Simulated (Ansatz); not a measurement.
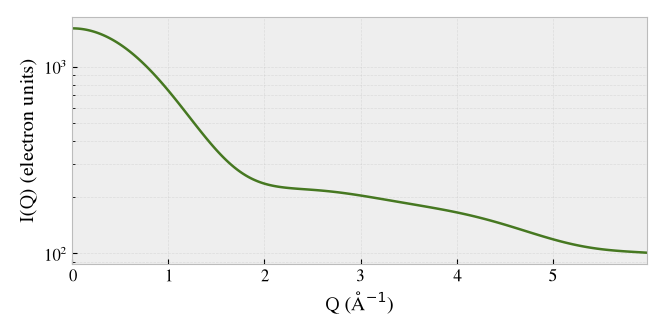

Elastic X-ray scattering of a randomly oriented, rigid molecule, calculated with the Debye equation from neutral-atom form factors (independent atoms, no Compton part, no vibration). The geometry is the end point of an optimisation (RKS PBE0/6-31G* in Ansatz); it may be a saddle point or a higher isomer. It contains O, Si, S, H.

> How many electrons does the independent-atom model of the molecule hold?

I(0) is the square of the electron number: I(0) = 1600, so about 40 electrons, the count of H2OSSi.

> What radius of gyration does the initial fall-off give?

From I(Q) ≈ I(0) exp(−Q²R²/3) at small Q, R ≈ 1.56 Å. It is larger than the electron-weighted radius of the nuclear positions alone (1.37 Å), because each atom's electron cloud adds to it.
